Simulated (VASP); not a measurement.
Band structure of B (relaxed from the A7 structure, space group R-3m). Calculation: PBEsol GGA, VASP's PBE PAW potentials (set 64) (plane waves; VASP).

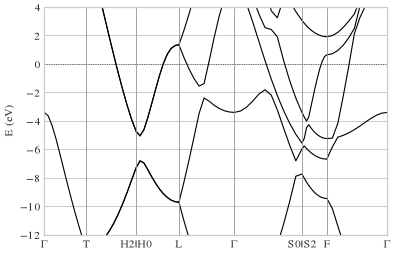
Figure. Bands along high-symmetry lines, zero at the valence-band maximum or, without a gap, the Fermi level

Task: Read the plot: is there a gap, and where are the band edges?

Result: It has no gap at this level: it comes out as a metal or semimetal. (Edges off the drawn lines would not show.)

The structure was generated: B was put into the A7 type (R-3m), which need not be its known phase. It was relaxed first.
